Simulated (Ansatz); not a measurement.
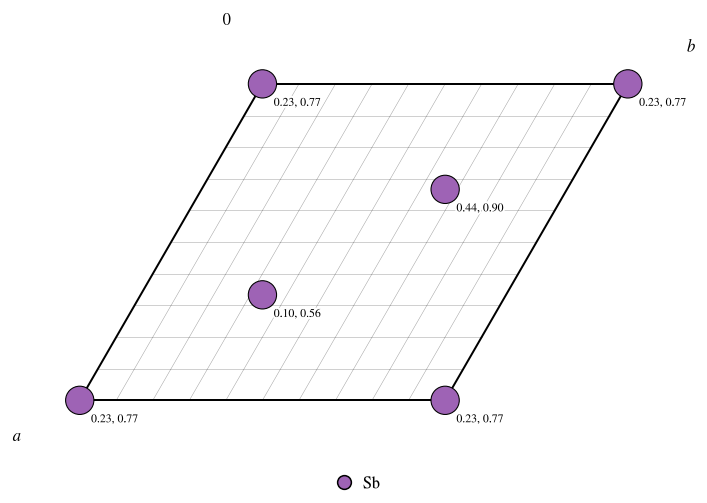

Plan of a unit cell projected along c (a down the page, b across); the numbers are heights as fractions of c, and atoms on the cell's edges are repeated. The grid marks tenths of a and b. Source: the input geometry of an electronic-structure calculation (not necessarily at equilibrium). Symmetry computed with spglib at a tolerance of 0.002 Å; standard conventional cell.

a = 4.320 Å, b = 4.320 Å, c = 11.624 Å, α = 90.00°, β = 90.00°, γ = 120.00°.

What does the cell contain?

Answer. 6 Sb: Sb, Z = 6.

Which space group?

Answer. R-3m (No. 166, hexagonal axes), rhombohedral (trigonal, hexagonal axes).

Give the independent sites, coordinates to two places.

Answer.
| atom | site | symmetry | x | y | z |
| --- | --- | --- | --- | --- | --- |
| Sb | 6c | 3m | 0.33 | 0.67 | 0.90 |
